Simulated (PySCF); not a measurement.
```xyz
17

O     2.3241    0.8779    0.6937
C     2.6671   -0.2685    0.0480
O     1.7720   -1.3196   -0.0729
C     0.4491   -1.1271    0.3536
C    -0.3842   -0.2723   -0.6078
C    -1.8783   -0.1666   -0.2793
C    -1.5987    1.3281   -0.1086
O    -0.2131    1.1433   -0.4114
H     1.4528    1.1844    0.3790
H     3.6600   -0.6185    0.2873
H     0.4214   -0.6764    1.3562
H     0.0101   -2.1285    0.3940
H    -0.1441   -0.5498   -1.6397
H    -2.1751   -0.6837    0.6295
H    -2.5518   -0.4259   -1.0904
H    -2.0770    1.9848   -0.8386
H    -1.7412    1.7306    0.8973
```

Geometry: GFN2-xTB.

Level of theory: UKS B3LYP, pcH-1 on C H O, non-relativistic, mean-field spin-orbit, GIAO in PySCF 2.14.0, density-fitted response routines.

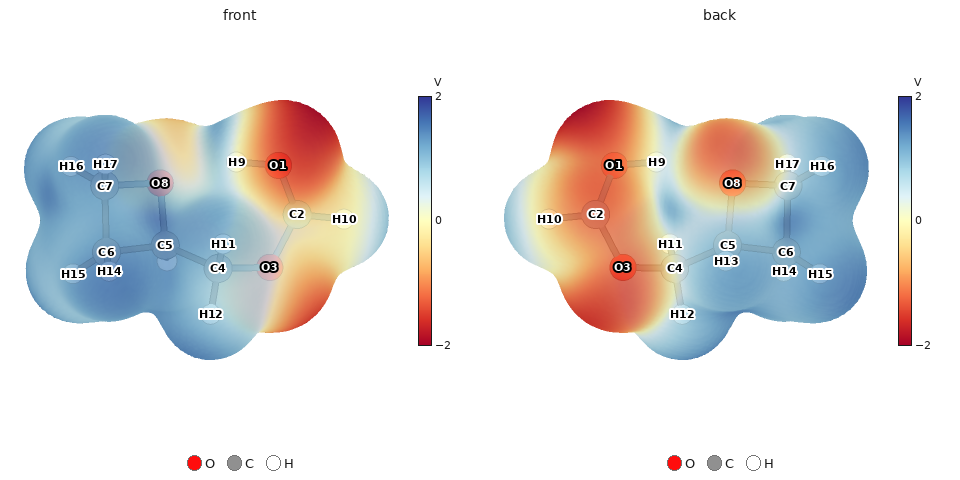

C5H9O3 (SMILES O[CH]OC[C@H]1CCO1) (doublet). The electrostatic potential painted on the density surface at 0.004 e/bohr³, seen from the front and from behind; red is negative and blue positive.

Describe the electrostatic potential map.

The most negative region (about −1.9 V) lies over O1, the most positive (about +1.6 V) over the C and H atoms. O1 is the likeliest acceptor of a hydrogen bond.
